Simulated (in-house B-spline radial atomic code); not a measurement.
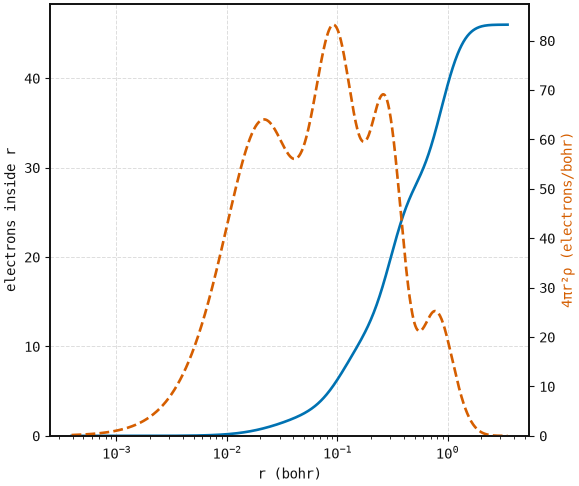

System: the antimony ion Sb⁵⁺, configuration [Kr] 4d10. Computed with an in-house B-spline radial code: non-relativistic LC-wPBE, spin-polarised, spherical density, exact exchange averaged over the configuration, point nucleus, basis-set limit.

The plot shows the number of electrons inside radius r (solid) and the radial density 4πr²ρ (dashed).

Question: What does the plot show?

Answer: The count levels off at 46 electrons. Half of them lie within 0.358 bohr, 90 % within 1.12 bohr and 99 % within 1.78 bohr. The radial density has minima at 0.041, 0.17 and 0.55 bohr, where the count stands at 2.0, 11.4 and 29.0; these part the shells that the density resolves.
